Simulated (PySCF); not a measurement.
# C2H16BrGaN2SeSi2: what the fields show

Input file:

```
{"job": {"kind": "inter", "xc": "PBE0", "basis": "def2-SVP", "disp": "d3bj", "pairs": false}, "charge": 0, "multiplicity": 1, "parts": [{"atoms": "0-14", "charge": 0, "multiplicity": 1}, {"atoms": "15-24", "charge": 0, "multiplicity": 1}]}
C     -0.566679     2.431184    -2.046556
Se    -1.038275     0.741882    -1.184040
C     -0.304200     1.101175     0.598458
Ga    -0.328709    -0.522254     1.834422
N      0.753630    -1.726583     0.320730
H     -1.049836     3.250167    -1.516154
H      0.514581     2.550559    -2.026043
H     -0.919950     2.391995    -3.073339
H     -0.825251     2.001118     0.953259
H      0.739651     1.397487     0.416911
H      0.883443    -0.689058     2.771820
H     -1.439486    -1.583229     1.842267
H      0.871494    -2.685259     0.644389
H      1.679930    -1.351756     0.121566
H      0.236964    -1.753323    -0.559064
N     -1.373858     0.589768     3.494207
Si    -3.152677     0.585238     3.480010
Si    -3.829512     0.720603     1.266949
Br    -6.056654     0.951566     1.381283
H     -0.974412     1.524466     3.525298
H     -1.013138     0.110327     4.314410
H     -3.521291    -0.655768     4.166401
H     -3.541252     1.724819     4.330367
H     -3.470700     1.952945     0.563480
H     -3.685294    -0.445999     0.407372
```

Command:

```sh
OMP_NUM_THREADS=1 python cluster_run.py task.json out
```

Geometry: GFN2-xTB.

Level of theory: PBE0-D3(BJ)/def2-SVP, SCF density, gas phase (PySCF 2.14.0).

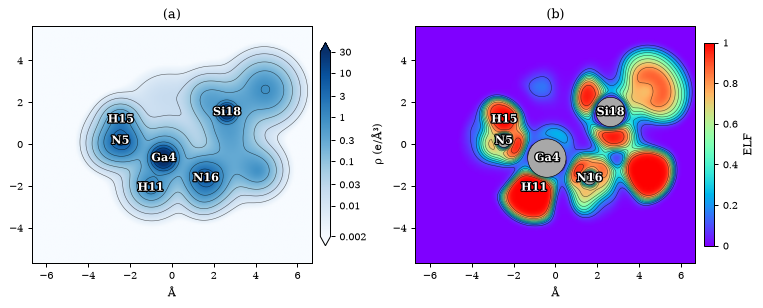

Figure 1. (a) electron density; (b) ELF on the plane of atoms N5, Ga4 and H11. Grey discs cover the atomic cores in the ELF map.

Describe what can be read from this map.

Answer.
- Atoms in the plane: Ga, N, H and Si.
- Ga–N (2.22 Å): ρ is about 0.39 e/Å³ halfway; the ELF peaks at about 0.95 in the valence shell of N, 0.7 Å from its nucleus, and is about 0.25 at the midpoint.
- N–H (1.02 Å): ρ is about 2.8 e/Å³ halfway; the ELF climbs to about 1 towards the hydrogen, as it does in any bond to H; a covalent bond by its length.
- The ELF also peaks beside Br19, away from the bonds: lone-pair regions.

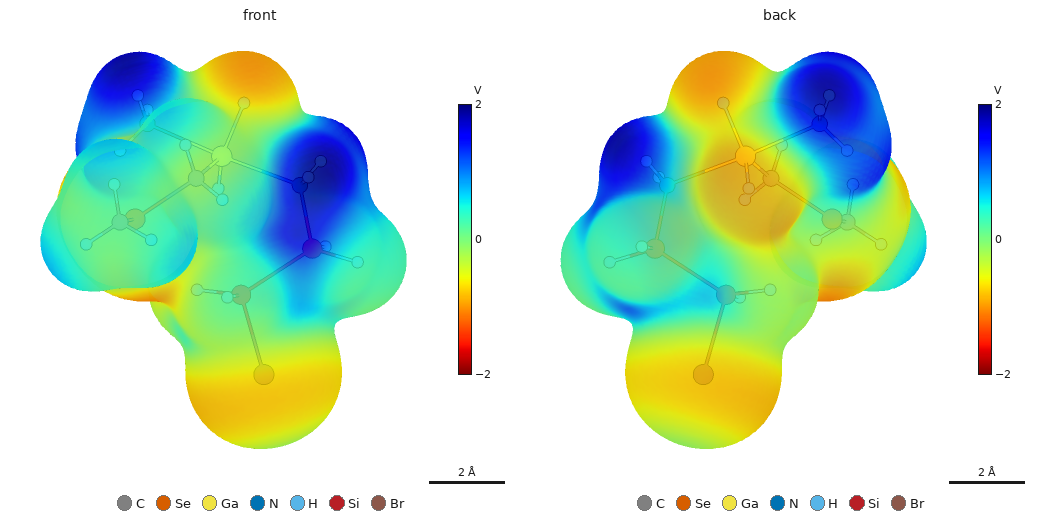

Figure 2. The molecular electrostatic potential painted on the density surface at 0.002 e/bohr³, seen from the front and from behind; the colour scale runs from red (negative) to blue (positive).

Where is the surface potential most negative and most positive?

Answer. The most negative region (about −1.0 V) lies over Se2 and H11, the most positive (about +1.9 V) over H13, H14, H20 and H21.

How polar is the molecule by this calculation?

Answer. Its dipole moment is 4.00 D.
